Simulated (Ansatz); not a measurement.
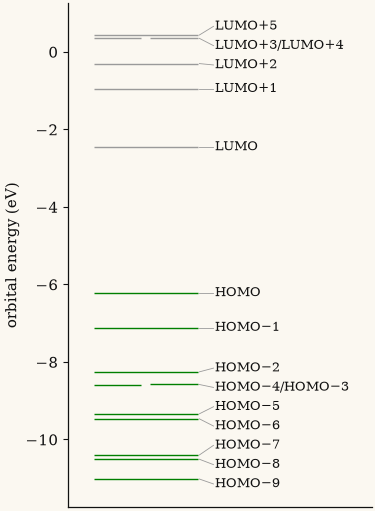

Kohn-Sham orbital energies near the frontier, revPBE/def2-TZVPP with the Ansatz code, at a PBE0-D4/def2-TZVP geometry (a minimum by its frequencies), isolated molecule; empty levels in grey, levels within 0.03 eV side by side.

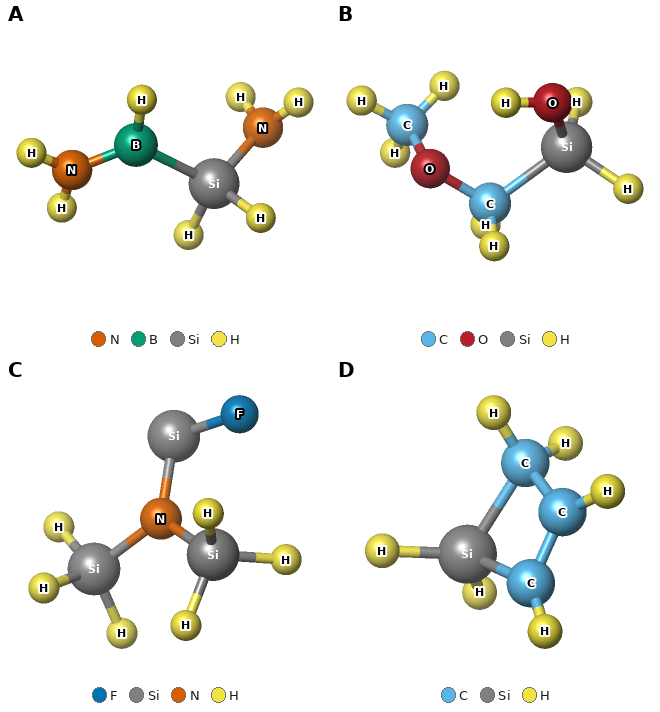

Which molecule has this level scheme? Choose among the lettered structures.

Structure C, Si₃NH₆F, SMILES F[Si]N([SiH3])[SiH3]. HOMO −6.22 eV, LUMO −2.45 eV, separation 3.76 eV.

Caveats: one conformer of a flexible molecule; empty levels above zero depend strongly on the basis.
